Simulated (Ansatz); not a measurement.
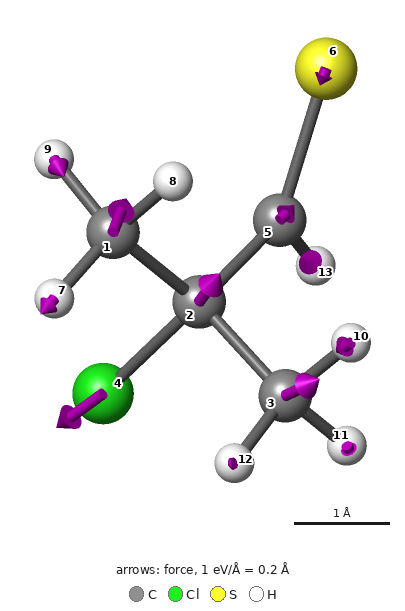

Starting geometry of C4H7ClS with the computed forces as purple arrows. The picture is a ball-and-stick view, seen from a free direction.

The run prepares an end point of a later path (hydrogen shift) calculation, from a guessed geometry.

Method: Ansatz 0.2.0, RKS B3LYP-D4/6-31G.

Input file:
```yaml
crystal:
  periodic: [false, false, false]
  atoms:
    - { symbol: C, position_ang: [-0.1384, -1.2834, 0.7148] }
    - { symbol: C, position_ang: [-0.3211, -0.015, -0.2011] }
    - { symbol: C, position_ang: [0.9608, 0.2619, -0.9533] }
    - { symbol: Cl, position_ang: [-1.5177, -0.3612, -1.4336] }
    - { symbol: C, position_ang: [-0.7752, 1.2726, 0.4602] }
    - { symbol: S, position_ang: [-0.5966, 1.6472, 2.1075] }
    - { symbol: H, position_ang: [0.0739, -2.1359, 0.1253] }
    - { symbol: H, position_ang: [0.6566, -1.0973, 1.4295] }
    - { symbol: H, position_ang: [-1.1085, -1.4155, 1.2993] }
    - { symbol: H, position_ang: [1.8029, 0.4872, -0.2092] }
    - { symbol: H, position_ang: [0.8965, 1.1225, -1.5906] }
    - { symbol: H, position_ang: [1.3256, -0.5956, -1.5198] }
    - { symbol: H, position_ang: [-1.2386, 2.0777, -0.2142] }
basis:
  gaussian: { orbitals: "6-31G" }
hamiltonian:
  xc: b3lyp
  dispersion: d4
relax:
  f_tol: 0.02
  max_steps: 50
```

Run as
```bash
ansatz run input.yaml --threads 1 --pin off --max-ram 2048MiB --backend cpu --events-out ev --progress --plain --runs-dir out
```

What follows when this structure is relaxed?

It isn't relaxed: the largest force vector, on Cl4, is 3.83 eV/Å. The final displacements follow the starting forces only in part (cosine between the two patterns 0.31). S6 moves most after the best rigid fit: 0.42 Å. Largest moves by element: S 0.42 Å, H 0.35 Å, Cl 0.17 Å, C 0.09 Å. Among the contacts that change: C2–Cl4 1.752 → 1.962 Å, C5–H13 1.148 → 1.090 Å, C1–C2 1.575 → 1.518 Å, C1–H9 1.140 → 1.091 Å. Bond angles that change, for instance: H10–C3–H12 104.2° → 108.7°, C2–C1–H9 107.0° → 111.3°, Cl4–C2–C5 105.7° → 101.8°. The energy falls by 0.610 eV in 6 accepted moves (7 points after the start). The largest force component goes from 2.8 to 0.019 eV/Å. The line search rejected the trial step at point 4 of the run.
